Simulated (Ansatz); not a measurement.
**BH₇O₂Si₂ (SMILES OB([SiH3])O[SiH3]): density, localisation and related maps**

The calculation's input:

```
crystal:
  periodic: [false, false, false]
  atoms:
    - { symbol: O, position_ang: [-0.9203, 1.6974, 0.6852] }
    - { symbol: B, position_ang: [-0.748, 0.355, 0.2618] }
    - { symbol: Si, position_ang: [-0.78959, -0.02712, -1.62838] }
    - { symbol: O, position_ang: [-0.51314, -0.71888, 1.22106] }
    - { symbol: Si, position_ang: [-1.95053, -1.33899, 1.77655] }
    - { symbol: H, position_ang: [-0.0692, 2.1723, 0.6652] }
    - { symbol: H, position_ang: [-1.92709, -0.99483, -1.90923] }
    - { symbol: H, position_ang: [0.42223, -0.59796, -2.06028] }
    - { symbol: H, position_ang: [-1.09341, 1.2511, -2.40958] }
    - { symbol: H, position_ang: [-2.72278, -0.24721, 2.41884] }
    - { symbol: H, position_ang: [-1.7012, -2.39403, 2.71123] }
    - { symbol: H, position_ang: [-2.74586, -1.8485, 0.6236] }
basis:
  gaussian: { orbitals: "6-31G*" }
hamiltonian:
  xc: pbe
  dispersion: d4
relax:
  f_tol: 0.015
  max_steps: 40
output:
  orbitals: {}
```

Launched as:

```sh
ansatz run input.yaml --threads 2 --pin off --max-ram 3072MiB --backend cpu --events-out ev --progress --plain --runs-dir out
```

The fields are those of the relaxed geometry.

Theory: RKS PBE-D4/6-31G* (Ansatz 0.2.0).

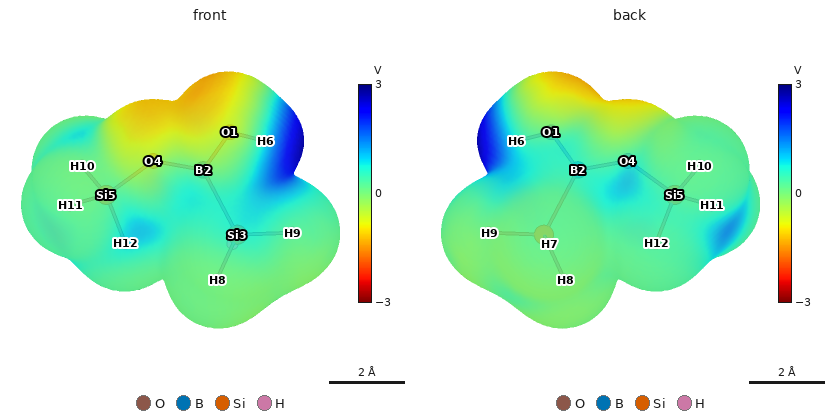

Figure 1. The electrostatic potential painted on the density surface at 0.002 e/bohr³, seen from the front and from behind; the colour scale runs from red (negative) to blue (positive).

Question: Which sites attract a positive test charge, and which a negative one?

Answer: A positive charge is drawn to the negative regions and a negative charge to the positive ones. The most negative region (about −1.3 V) lies over O1, the most positive (about +2.6 V) over H6. O1 is the likeliest acceptor of a hydrogen bond.

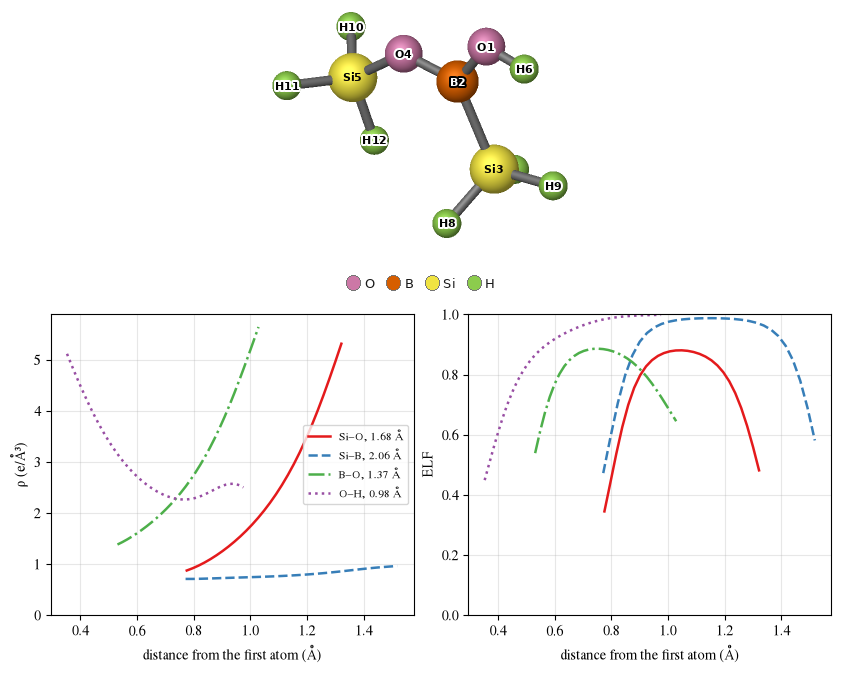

Figure 2. Electron density and ELF along straight lines between neighbouring atoms. The curves leave out the atomic cores. The structure is drawn too.

Question: What kind of bonding do the profiles show?

Answer: Si–O (1.68 Å): the density is about 1 e/Å³ at the midpoint; the ELF peaks at about 0.90 between the atoms: a polar covalent bond.
Si–B (2.06 Å): ρ at the midpoint is about 0.75 e/Å³; the ELF peaks at about 1 between the atoms (localised, covalent bonding).
B–O (1.37 Å): ρ at the midpoint is about 2 e/Å³; the ELF peaks at about 0.90 between the atoms; a shared but strongly polarised pair.
O–H (0.98 Å): ρ is about 3.5 e/Å³ halfway; the ELF climbs to about 1 towards the hydrogen, as it does in any bond to H: a covalent bond by its length.

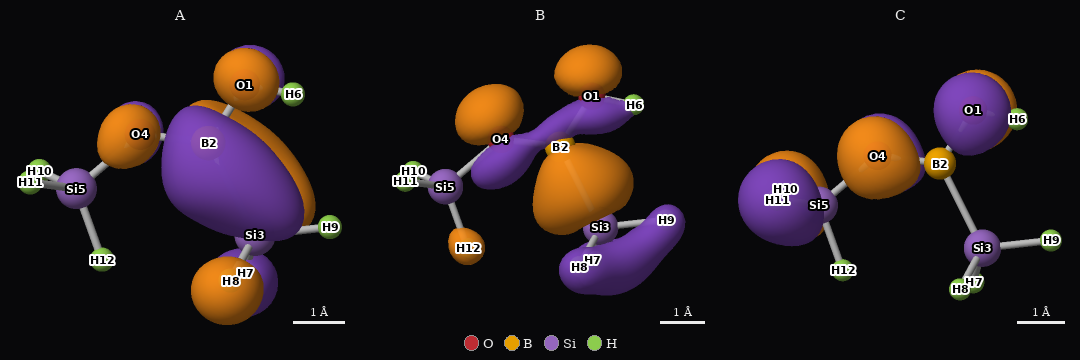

Figure 3. Three frontier orbitals at ±0.1 Å⁻³ᐟ² (orange and purple are the two phases), in no order.

Question: Which picture is the HOMO−1, the HOMO and the LUMO?

Answer: C is the HOMO−1 (−7.38 eV). By Hirshfeld shares it lies mainly on O4 (about 35 %), O1 (about 30 %), Si5 (about 10 %), H11 (about 10 %) and H10 (about 10 %). B is the HOMO (−6.54 eV). Its weight (Hirshfeld) is mainly on Si3 (about 30 %), O4 (about 20 %), B2 (about 20 %) and O1 (about 15 %). A is the LUMO (−1.04 eV). It lies mainly on B2 (about 35 %), Si3 (about 25 %), O1 (about 10 %) and O4 (about 10 %).

Question: What is the HOMO–LUMO gap?

Answer: 5.50 eV between the orbital energies.
